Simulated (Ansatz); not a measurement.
# C(100)/TiO2(101) interface (120 atoms): geometry optimisation, part 2 of 2

How does C(100)/TiO2(101) interface (120 atoms) relax, and what do bonds, charges and levels look like afterwards?

Ansatz 0.2.0; Kohn-Sham DFT, LDA, PAW (set soft_2), plane waves.

The cell: 72 C, 16 Ti and 32 O. The host structure and its lattice constant were typed by rule, without a check against the phase diagram. The main run has no spin polarisation.

So far. Step 3 (Relaxation): The relaxation changed the energy by -306 meV/atom, and atoms moved by 0.47 Å r.m.s., 0.80 Å at most.

## 5. Single point at the relaxed geometry (continued)

Löwdin charges by element and coordination (they lack the spilled electrons, 0.026 e an atom on average):

```csv
element,coordination,atoms,mean charge (e),spread,least,most
C,all,72,0.0174,0.079,-0.211,0.222
C,2,4,-0.0302,0.0059,-0.0365,-0.0222
C,3,12,-0.0105,0.0905,-0.210,0.056
C,4,56,0.0268,0.0765,-0.211,0.222
O,all,32,-0.566,0.0917,-0.660,-0.305
O,2,4,-0.517,0.0088,-0.526,-0.508
O,3,26,-0.594,0.0628,-0.660,-0.428
O,4,2,-0.305,2.0e-4,-0.305,-0.305
Ti,all,16,1.25,0.0504,1.14,1.30
Ti,5,4,1.29,0.0072,1.29,1.30
Ti,6,10,1.25,0.0294,1.20,1.28
Ti,7,2,1.14,9.0e-4,1.14,1.14
```

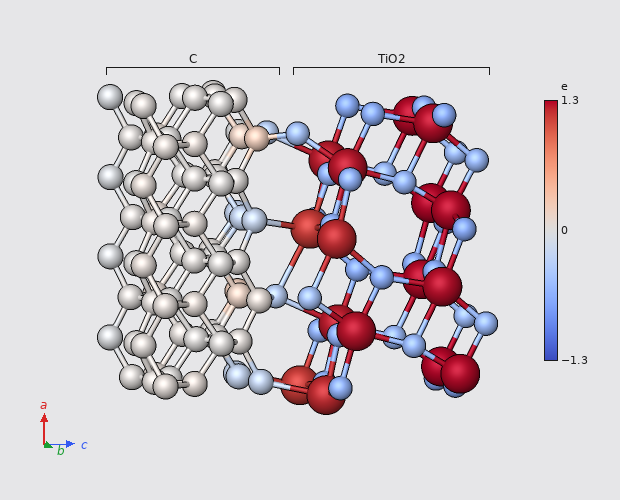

Atoms coloured by Löwdin charge.

By region:

```csv
region,atoms,mean length of the force (eV/Å)
C,72,0.01
TiO2,48,0.007
```

Density of states as counts of states in windows of 1 eV (from the Fermi level), total and the larger projections:

```csv
from (eV),to (eV),total,TiO2,C p,O p,Ti d,C s
-14,-13,11.3,0.4,5.5,0.3,0.0,5.2
-13,-12,11.6,0.5,6.8,0.4,0.0,4.3
-12,-11,13.8,1.1,8.5,0.9,0.1,4.2
-11,-10,17.8,1.4,11.5,1.0,0.1,4.8
-10,-9,15.6,1.9,10.9,1.5,0.2,2.7
-9,-8,21.7,3.1,15.9,2.6,0.3,2.6
-8,-7,30.0,7.0,20.3,5.3,1.3,2.5
-7,-6,65.0,41.8,20.8,30.0,9.9,2.1
-6,-5,63.2,36.9,24.1,27.4,8.5,1.8
-5,-4,61.9,40.3,20.2,32.5,6.5,1.0
-4,-3,53.7,38.1,14.8,34.1,3.2,0.5
-3,-2,27.0,15.3,10.9,13.8,1.2,0.5
-2,-1,11.1,1.3,8.9,0.7,0.5,0.7
-1,0,16.2,2.7,11.5,0.6,2.0,1.7
0,1,29.6,19.2,9.2,1.8,17.1,0.8
1,2,64.4,55.0,7.3,8.2,45.7,1.0
2,3,27.6,23.2,3.1,5.1,16.8,0.4
3,4,31.9,24.8,4.3,4.6,17.8,1.4
4,5,33.2,23.9,5.2,6.6,15.0,2.0
```

Between -26 and -14 eV lie 124 more states.

The stored curve holds about 544 of the 672 electrons; the rest, give or take the few that broadening carries across the Fermi level, lie in deeper levels below its range.

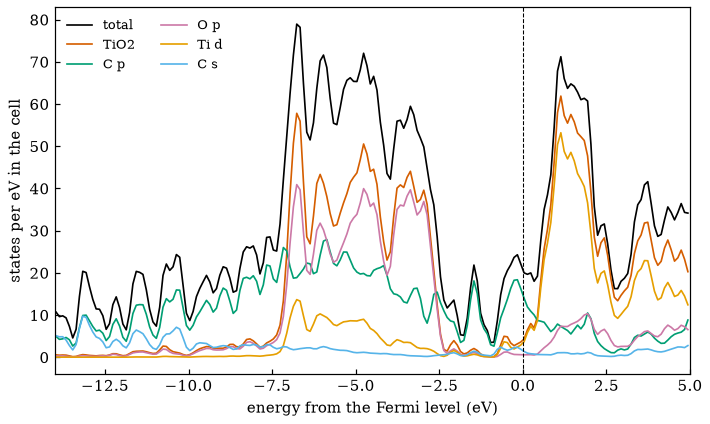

Total and projected density of states, with the broadening of the input.

The levels nearest the highest filled one (over half full), pooled over k-points and spins:

```csv
level less the highest filled one (eV),occupation
-0.219,2
-0.159,2.00
-0.158,2.00
-0.122,1.99
-0.107,1.98
0,1.20
0.0335,0.566
0.0596,0.244
0.124,0.021
0.221,0
0.242,0
0.255,0
```

Planar average of the electrostatic potential energy along the normal, with the Fermi level as zero, after a running mean with a triangular window 4 Å wide at its base:

```csv
height (Å),potential energy (eV)
0.0,5.64
0.9,5.72
1.9,5.82
2.8,5.89
3.7,5.78
4.7,3.40
5.6,-2.19
6.6,-9.30
7.5,-11.64
8.4,-11.77
9.4,-11.13
10.3,-8.68
11.2,-5.99
12.2,-6.26
13.1,-6.47
14.0,-4.19
15.0,-3.97
15.9,-6.45
16.8,-5.73
17.8,-0.15
18.7,3.78
19.7,5.20
20.6,5.36
21.5,5.45
22.5,5.54
23.4,5.63
```

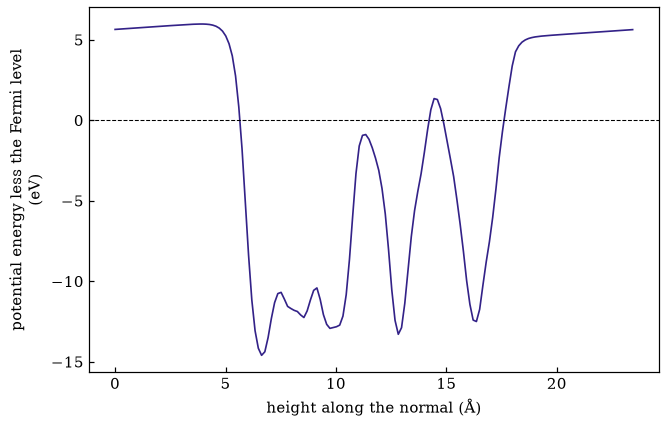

Planar average of the electrostatic potential energy; the dashed line is the Fermi level.

Mean Löwdin charges: C +0.02, O -0.57, Ti +1.25 e (they miss 0.47 % of the electrons, so they add up to more than the cell's charge). Within 0.4 eV of the Fermi level the largest share is C p (69 % of the projected weight). The potential slopes across the vacuum by 0.094 eV/Å: the slab bears a dipole, and with periodic images along the normal there is no flat vacuum level to read.

## 6. Results

| Quantity | Value |
| --- | --- |
| energy change in the relaxation | -305.6 meV/atom |
| r.m.s. displacement | 0.466 Å |
| largest displacement | 0.798 Å |
| free energy per atom | -620.6116 eV/atom |
| r.m.s. force component | 0.00594 eV/Å |
| wall time of the 3 DFT runs | 22 min |

What this shows: Relaxation lowers the energy by 306 meV/atom and moves atoms by 0.47 Å r.m.s.; the r.m.s. force component goes from 1.4 to 0.0059 eV/Å. By the final cutoffs 3 of 218 bonded pairs parted and 13 joined. First to last step the energy falls by 36.675 eV; the largest move, 0.80 Å, is that of C31, with 2 other atoms within 2 % of it. The C-Ti bonds change most in mean length: from 2.475 Å (spread 0.088) to 2.172 Å (spread 0.044), and their number from 7 to 6. With the cutoffs above, 78 % of C atoms have 4, 81 % of O atoms have 3 and 62 % of Ti atoms have 6 bonded neighbours. 3 levels are partly filled, by over 2 % (on the run's k-points): at this level the cell shows no clear gap. Levels of broken or missing bonds inside a gap of the host would look the same.

Caveats: The slab bears a dipole and has periodic images along its normal, so a spurious field crosses the vacuum.

[Logs are printed without paths, hosts, clocks, repeated set-up lines and the standing remarks that a program may print on its own settings, such as how far it seeks lower states.]

[Hosts, paths, dates, database ids (printed as entryN), source tags and the programs' standing remarks are cut or masked in the printed files.]
